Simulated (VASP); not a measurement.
Band structure of CoO (space group Fm-3m). These are PBE GGA, VASP's PBE PAW potentials (set 64) (plane waves; VASP) values and carry that method's errors.

The moments were started parallel, and other spin orders were not tried in this run.

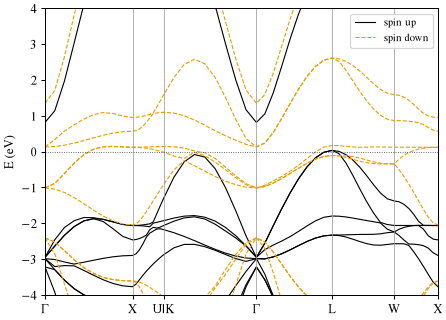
Figure. Bands along high-symmetry lines, zero at the valence-band maximum or, without a gap, the Fermi level

Question: Read the plot: is there a gap, and where are the band edges?

Answer: It has no gap at this level: it comes out as a metal or semimetal.

The structure comes from a measured CoO entry of the Crystallography Open Database, whose conditions weren't checked. The cell was not relaxed at this level.
